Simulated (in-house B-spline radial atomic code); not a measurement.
**Co: a test of the number of damped steps**

How far can the number of damped steps be changed before the Co run goes wrong?

Method: Dirac-Coulomb BLYP, spherical fractional occupations, Fermi nucleus, basis-set limit. Code: in-house B-spline radial atomic code version 1.

**1. Starting point**

| Property | Result |
| --- | --- |
| element | cobalt (Z = 27) |
| charge | 0 |
| electrons | 27 |
| configuration | [Ar] 3d7 4s2 |
| Hamiltonian | Dirac-Coulomb |
| nucleus | Fermi, rms radius 3.788 fm |

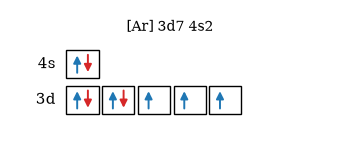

Occupation of the outer shells (arrows by Hund's rule).

The boxes only draw the filling; these runs are spin-restricted and spherical.

A run counts as converged when the orbital gradient is under the tolerance times 27 hartree (or under the basis's noise floor) and the energy moved by less than 1e-8 hartree times the root of its size. Energy differences under 4e-06 hartree are noise.

Input settings:

```ini
Z = 27
electrons = 27.0
configuration = [Ar] 3d7 4s2
hamiltonian = dirac
method = b88,lyp
spin_polarised = False
nucleus = fermi
rms_radius = 3.7875
mass_number = 59
atomic_mass = 58.933193524
speed_of_light = 137.035999084
knot_spacing = 0.22
spline_order = 8
gauss_points = 12
box_radius = 50
max_iterations = 70
damping = 0.5
damped_steps = 3
diis_vectors = 10
tolerance = 1e-08
start = Thomas-Fermi
```

This reference run was done before. Its total energy is -1393.511125 hartree, and its levels are (the highest eight at most):

```
orbital  occupation  energy (eV)  <r> (bohr)
  2p1/2           2      -779.93      0.2228
  2p3/2           4      -765.09      0.2259
  3s1/2           2      -102.09      0.7736
  3p1/2           2      -66.668      0.8095
  3p3/2           4      -64.807      0.8193
  3d3/2         2.8       -8.221       1.068
  3d5/2         4.2       -8.028       1.076
  4s1/2           2       -5.414       2.893
```

**2. Number of damped steps 0**

Changes to the settings of step 1:

```diff
@@ -17,3 +17,3 @@
 damping = 0.5
-damped_steps = 3
+damped_steps = 0
 diis_vectors = 10
```

Started as:

```
$ python run_scf.py task.json out
```

The settings of every run stand in task.json; they run in order.

The program writes no log. Results of the run, from its result record (rounded, main fields):

```text
status: converged
scf [iteration, energy, orbital gradient]:
  - [1, -1390.96764615, 0.34]
  - [2, -1389.14487728, 0.377]
  - [3, -1392.83820938, 0.136]
  - [4, -1393.41609302, 0.0456]
  - [5, -1393.50874338, 0.00671]
  - [6, -1393.51110581, 0.000425]
  - [7, -1393.51112537, 1.09e-05]
  - [8, -1393.51112538, 1.59e-06]
  - [9, -1393.51112538, 2.99e-08]
energy [hartree]: {"total": -1393.51112538, "kinetic": 1414.51264478, "nuclear": -3340.99191195, "coulomb": 592.661100413, "xc": -59.692958625}
orbitals [hartree, bohr; first row names the columns]:
  - ["name", "occ", "eps", "<r>"]
  - ["1s1/2", 2.0, -279.06271, 0.056187]
  - ["2s1/2", 2.0, -33.030561, 0.25532]
  - ["2p1/2", 2.0, -28.661945, 0.2228]
  - ["2p3/2", 4.0, -28.116654, 0.22594]
  - ["3s1/2", 2.0, -3.7517782, 0.77358]
  - ["3p1/2", 2.0, -2.4500108, 0.80946]
  - ["3p3/2", 4.0, -2.381597, 0.81931]
  - ["3d3/2", 2.8, -0.30210733, 1.068]
  - ["3d5/2", 4.2, -0.29502632, 1.0756]
  - ["4s1/2", 2.0, -0.19896009, 2.893]
sum_r [bohr^k]: {"-1": 123.7406, "1": 21.70954, "2": 37.17212}
energy_minus_base [hartree]: 1.34150469e-11
```

Wall time 1.3 s (1 thread, shared host).

energy_minus_base is the energy less that of the reference run.

**3. Number of damped steps 1**

Changes to the settings of step 2:

```diff
@@ -17,3 +17,3 @@
 damping = 0.5
-damped_steps = 0
+damped_steps = 1
 diis_vectors = 10
```

Result record:

```text
status: converged
scf [iteration, energy, orbital gradient]:
  - [1, -1390.96764615, 0.34]
  - [2, -1389.14487728, 0.377]
  - [3, -1361.80858812, 0.696]
  - [4, -1392.71416885, 0.13]
  - [5, -1393.19410433, 0.0846]
  - [6, -1393.50806742, 0.00617]
  - [7, -1393.51084497, 0.00174]
  - [8, -1393.51112537, 1.93e-05]
  - [9, -1393.51112538, 1.96e-06]
  - [10, -1393.51112538, 1.97e-08]
energy [hartree]: {"total": -1393.51112538, "kinetic": 1414.51263797, "nuclear": -3340.99189379, "coulomb": 592.661088425, "xc": -59.6929579833}
orbitals [hartree, bohr; first row names the columns]:
  - ["name", "occ", "eps", "<r>"]
  - ["1s1/2", 2.0, -279.06271, 0.056187]
  - ["2s1/2", 2.0, -33.030562, 0.25532]
  - ["2p1/2", 2.0, -28.661946, 0.2228]
  - ["2p3/2", 4.0, -28.116655, 0.22594]
  - ["3s1/2", 2.0, -3.7517786, 0.77358]
  - ["3p1/2", 2.0, -2.4500112, 0.80946]
  - ["3p3/2", 4.0, -2.3815974, 0.81931]
  - ["3d3/2", 2.8, -0.30210765, 1.068]
  - ["3d5/2", 4.2, -0.29502665, 1.0756]
  - ["4s1/2", 2.0, -0.19896016, 2.893]
sum_r [bohr^k]: {"-1": 123.7406, "1": 21.70954, "2": 37.17213}
energy_minus_base [hartree]: 1.45519152e-11
```

It took 1.4 s on 1 thread, shared host.

**4. Number of damped steps 8**

Changes to the settings of step 3:

```diff
@@ -17,3 +17,3 @@
 damping = 0.5
-damped_steps = 1
+damped_steps = 8
 diis_vectors = 10
```

Result record:

```text
status: converged
scf [iteration, energy, orbital gradient]:
  - [1, -1390.96764615, 0.34]
  - [2, -1389.14487728, 0.377]
  - [3, -1393.27159771, 0.0872]
  - [4, -1393.4328398, 0.0406]
  - [5, -1393.48777602, 0.0259]
  - [6, -1393.50277816, 0.0137]
  - [7, -1393.50826917, 0.00873]
  - [8, -1393.5100993, 0.00493]
  - [9, -1393.51076403, 0.00305]
  - [10, -1393.50942732, 0.00653]
  - [11, -1393.51112538, 8.18e-06]
  - [12, -1393.51112538, 3.27e-06]
  - [13, -1393.51112538, 1.58e-07]
energy [hartree]: {"total": -1393.51112538, "kinetic": 1414.51266168, "nuclear": -3340.99195664, "coulomb": 592.661129802, "xc": -59.6929602235}
orbitals [hartree, bohr; first row names the columns]:
  - ["name", "occ", "eps", "<r>"]
  - ["1s1/2", 2.0, -279.06271, 0.056187]
  - ["2s1/2", 2.0, -33.03056, 0.25532]
  - ["2p1/2", 2.0, -28.661943, 0.2228]
  - ["2p3/2", 4.0, -28.116653, 0.22594]
  - ["3s1/2", 2.0, -3.7517773, 0.77358]
  - ["3p1/2", 2.0, -2.4500099, 0.80946]
  - ["3p3/2", 4.0, -2.3815961, 0.81931]
  - ["3d3/2", 2.8, -0.30210655, 1.068]
  - ["3d5/2", 4.2, -0.29502555, 1.0756]
  - ["4s1/2", 2.0, -0.19895993, 2.893]
sum_r [bohr^k]: {"-1": 123.7406, "1": 21.70953, "2": 37.1721}
energy_minus_base [hartree]: 1.50066626e-11
```

Run time: 1.7 s. Hardware: 1 thread, shared host.

**5. Number of damped steps 30**

Changes to the settings of step 4:

```diff
@@ -17,3 +17,3 @@
 damping = 0.5
-damped_steps = 8
+damped_steps = 30
 diis_vectors = 10
```

Result record:

```text
status: converged
scf [iteration, energy, orbital gradient]:
  - [1, -1390.96764615, 0.34]
  - [2, -1389.14487728, 0.377]
  - [3, -1393.27159771, 0.0872]
  - [4, -1393.4328398, 0.0406]
  - [5, -1393.48777602, 0.0259]
  - [6, -1393.50277816, 0.0137]
  - [7, -1393.50826917, 0.00873]
  - [8, -1393.5100993, 0.00493]
  - [9, -1393.51076403, 0.00305]
  - [10, -1393.51099617, 0.00177]
  - [11, -1393.51107953, 0.00108]
  - [12, -1393.51110903, 0.000633]
  - [13, -1393.51111957, 0.000383]
  - [14, -1393.51112331, 0.000226]
  - [15, -1393.51112464, 0.000136]
  - [16, -1393.51112512, 8.06e-05]
  - [17, -1393.51112529, 4.83e-05]
  - [18, -1393.51112535, 2.87e-05]
  - [19, -1393.51112537, 1.72e-05]
  - [20, -1393.51112538, 1.02e-05]
  - [21, -1393.51112538, 6.12e-06]
  - [22, -1393.51112538, 3.64e-06]
  - [23, -1393.51112538, 2.18e-06]
  - [24, -1393.51112538, 1.3e-06]
  - [25, -1393.51112538, 7.75e-07]
  - [26, -1393.51112538, 4.62e-07]
  - [27, -1393.51112538, 2.76e-07]
  - [28, -1393.51112538, 1.64e-07]
energy [hartree]: {"total": -1393.51112538, "kinetic": 1414.51266575, "nuclear": -3340.99195954, "coulomb": 592.661128643, "xc": -59.6929602269}
orbitals [hartree, bohr; first row names the columns]:
  - ["name", "occ", "eps", "<r>"]
  - ["1s1/2", 2.0, -279.06271, 0.056187]
  - ["2s1/2", 2.0, -33.03056, 0.25532]
  - ["2p1/2", 2.0, -28.661943, 0.2228]
  - ["2p3/2", 4.0, -28.116653, 0.22594]
  - ["3s1/2", 2.0, -3.7517774, 0.77358]
  - ["3p1/2", 2.0, -2.45001, 0.80946]
  - ["3p3/2", 4.0, -2.3815962, 0.81931]
  - ["3d3/2", 2.8, -0.30210663, 1.068]
  - ["3d5/2", 4.2, -0.29502563, 1.0756]
  - ["4s1/2", 2.0, -0.19895996, 2.893]
sum_r [bohr^k]: {"-1": 123.7406, "1": 21.70953, "2": 37.17211}
energy_minus_base [hartree]: 1.52340363e-11
```

Wall time 3.3 s (1 thread, shared host).

**6. Results**

| run | outcome | iterations | energy less the reference (hartree) |
| --- | --- | --- | --- |
| reference | converged | 10 | 0 |
| number of damped steps 0 | converged | 9 | below noise |
| number of damped steps 1 | converged | 10 | below noise |
| number of damped steps 8 | converged | 13 | below noise |
| number of damped steps 30 | converged | 28 | below noise |

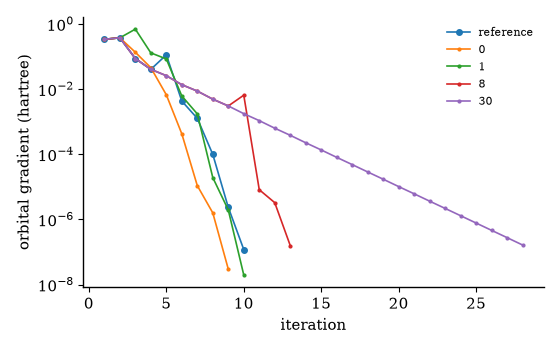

Orbital gradient by iteration, labelled by the number of damped steps.

What this shows: Of 4 changed inputs, 4 gave the reference energy within 1e-05 hartree. Among the runs that reach the reference energy the iterations number 9 to 28, against 10: this setting changes the number of steps, not the answer. No value tried here spoils the result.
